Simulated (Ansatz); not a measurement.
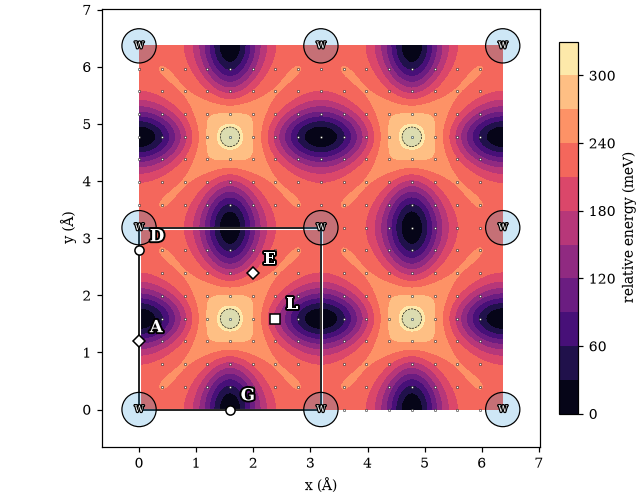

Cl on a W(100) slab cut from the Im-3m phase, its upper half relaxed before the scan (16 atoms of substrate and one adsorbate in a 2 × 2 cell). Cl is moved over the surface cell; relaxed at each place: the height of the adsorbate's atoms; substrate rigid; the origin of the map has the adsorbate above W13. Places are given modulo a cell vector. The map is drawn in real space over the plane of the surface. The grid has 8 × 8 points; 15 points were computed and 49 follow by symmetry. Places are given in fractions of the 1 × 1 surface cell. All energies are given in meV relative to the lowest grid point. The calculation used DFT PBE, scalar-relativistic, plane waves, PAW in Ansatz. Settings: cutoff 420 eV, k-mesh 4×4×1, gaussian smearing 0.1 eV, no spin polarisation.

Drawn: filled contours, dots at the grid points, labelled circles for the atoms of the top layer and small ones for the second layer, the outline of one cell of the 2 × 2 shown, lettered points. Between grid points the surface is interpolated.

**What kind of point is each of A, D, G: minimum, saddle, maximum or slope?**

A: on a slope; D: saddle point; G: minimum. (In these two coordinates alone; a stationary point may lie a little off the grid point.)

**Rank the lettered points by energy, lowest first.**

G (0 meV), A (102 meV), L (167 meV), E (211 meV), D (237 meV).

PAW datasets: the set soft_1.
